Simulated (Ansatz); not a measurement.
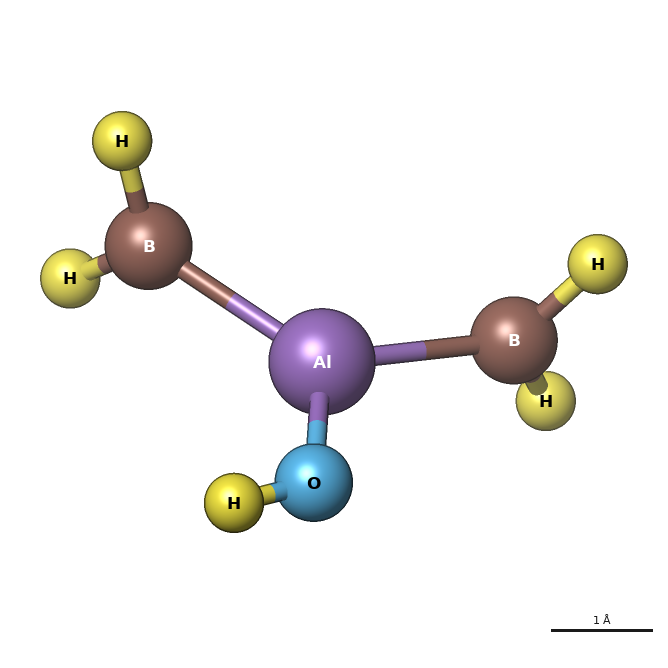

Ball-and-stick drawing of a structure.

Computed geometry: PBE0-D4/def2-TZVP optimisation. No frequency run is at hand to confirm it as a minimum.

Identify the structure.

It has 9 atoms: 1 aluminium, 2 boron, 5 hydrogen and 1 oxygen (AlB₂H₅O). Its SMILES string is `[BH2][Al]([BH2])[OH]`. Among its groups: B–H bond. The point group is Cs. Coordination: 2 B trigonal planar; 1 Al trigonal planar; 1 O bent.

More results for the same structure follow; atom numbers are the same in all pictures, views and colours differ.

Electronic properties

No frequency run is at hand to confirm it as a minimum. Properties computed with RKS PBE0-D4/def2-TZVPP (Ansatz 0.2.0).

What does the calculation give?

- HOMO energy (Kohn–Sham orbital): −6.87 eV
- LUMO energy (Kohn–Sham orbital): −2.75 eV
- HOMO–LUMO gap: 4.12 eV
- dispersion correction: −10.8 kJ/mol

Dipole moment

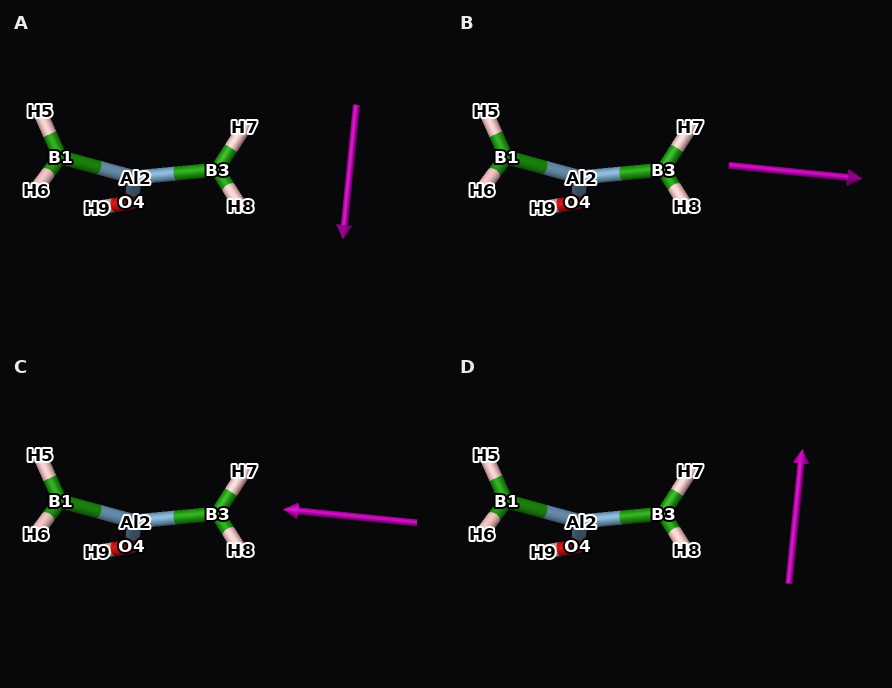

The same molecule four times, each with an arrow. No frequency run is at hand to confirm it as a minimum. Properties computed with RKS PBE0-D4/def2-TZVP (Ansatz 0.2.0).

> Which arrow points along the dipole moment, from the negative to the positive end?

C. The dipole moment is 1.20 D; it points from the side of H7, H8 to the side of H5, H6 (the outermost atoms at the two ends).

Charges

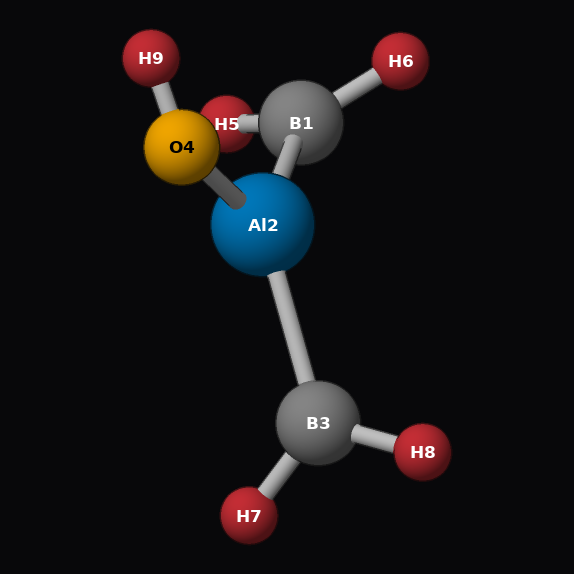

The questions are on Mulliken charges. No frequency run is at hand to confirm it as a minimum. Level of theory: RKS PBE0-D4/def2-TZVP (Ansatz 0.2.0).

List the Mulliken charges.

```tsv
atom	value (e)
B1	−0.17
Al2	0.41
B3	−0.13
O4	−0.55
H5	0.03
H6	0.03
H7	0.03
H8	0.03
H9	0.31
```

Mulliken values depend strongly on the basis set and can even reverse the polarity of a bond.
